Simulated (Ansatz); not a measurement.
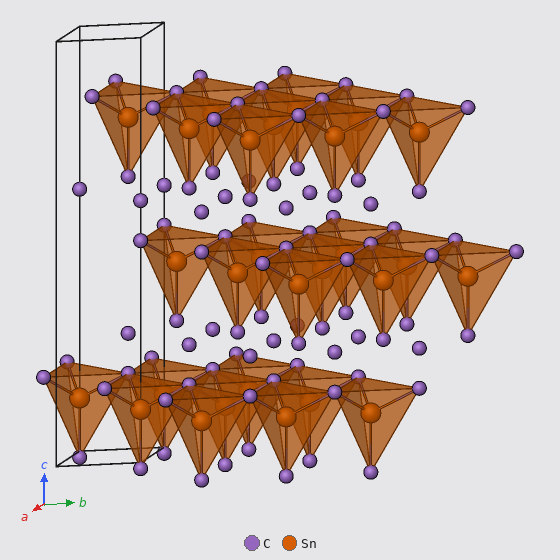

Polyhedra are drawn about Sn (bonds: C–Sn below 2.4 Å); other atoms are plain spheres.

System SnC₃ (space group R3m, No. 160); source of the atomic positions: the input geometry of an electronic-structure calculation (not necessarily at equilibrium); the starting structure was generated, so it need not be a known form of this composition.

Question: What figure surrounds each Sn atom, and what does it share with the other drawn polyhedra?

Answer: Sn: SnC4 tetrahedron, sharing corners with six neighbours.

Question: What is the connectivity of the polyhedra: isolated, groups, chains, layers or framework?

Answer: They form layers of corner-sharing tetrahedra parallel to (001).

Question: How far apart are the centres of linked polyhedra?

Answer: Centre to centre across a shared corner: 3.13 Å.
